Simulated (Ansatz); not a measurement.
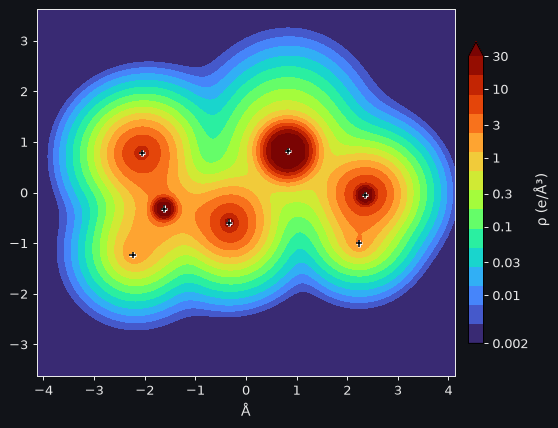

The total electron density on a plane through atoms (crosses mark nuclei in the plane).

These are results of Ansatz 0.2.0, RKS PBE0/def2-SVP, not measurements.

Candidates:
A. CH4GeO4 (SMILES O=C[O][GeH]([OH])[OH])
B. GeH5OS (SMILES [OH][GeH2][SH2+]) (charge +1)

Question: Which system is this?

Answer: Candidate A: CH4GeO4 on the plane of atoms Ge4, O6 and H10, which holds O, C, Ge and H. C–O (1.20 Å): ρ at the midpoint is about 3.4 e/Å³. Ge–O (1.76 Å): the density is about 1 e/Å³ at the midpoint.
